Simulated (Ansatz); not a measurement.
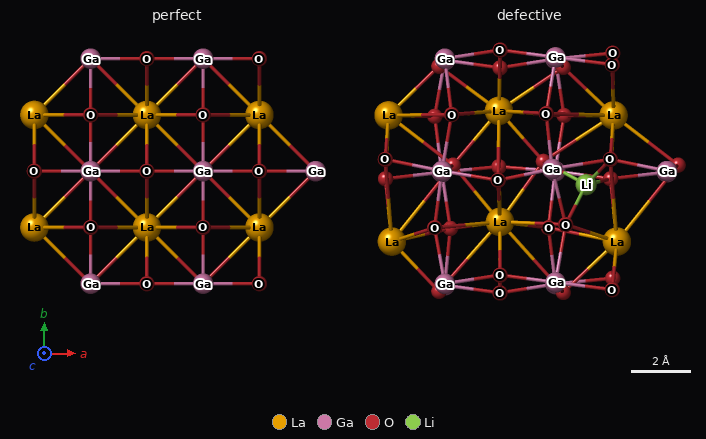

Left: perfect LaGaO3. Right: the same region with a pair of point defects, after relaxing the atoms in a supercell of 40 sites. The picture is a ball-and-stick view of the atoms within 5.4 Å of one point, in a slice 4.2 Å thick across the line of sight, seen along the c axis.

All numbers below come from DFT, PBEsol, PAW, plane waves in Ansatz. (plane-wave cutoff 420 eV; k-point mesh 1 × 1 × 1; mesh shifted by (0.25, 0.25, 0.25); no spin polarisation) Fermi-Dirac smearing of 0.01 eV. A uniform background neutralises the charged cell. The axes drawn are those of the host's conventional cell.

Which defect is it?

An oxygen atom is replaced by lithium and an extra oxygen atom is put between the host's atoms (an interstitial), the two sites 1.9 Å apart.

The charge state of the cell is +1.

What does the relaxation do around it?

In the host the O atom has 2 Ga at 1.93 Å; the Li atom ends with 4 O at 1.70 to 1.96 Å. The O atom starts with 4 O at 1.93 to 1.94 Å, 2 La at 1.93 Å around its place and ends with 1 Li at 1.70 Å. Of the host's atoms, an oxygen atom moves furthest from its site, by 0.62 Å. The Li atom itself moves 1.18 Å from where it was put. The O atom itself moves 1.55 Å from where it was put.

Limits of the set-up: the periodic images lie only 7.7 Å apart, so the values are limited by the cell's size; the cell is charged, on a uniform background, and energies carry no finite-size correction.
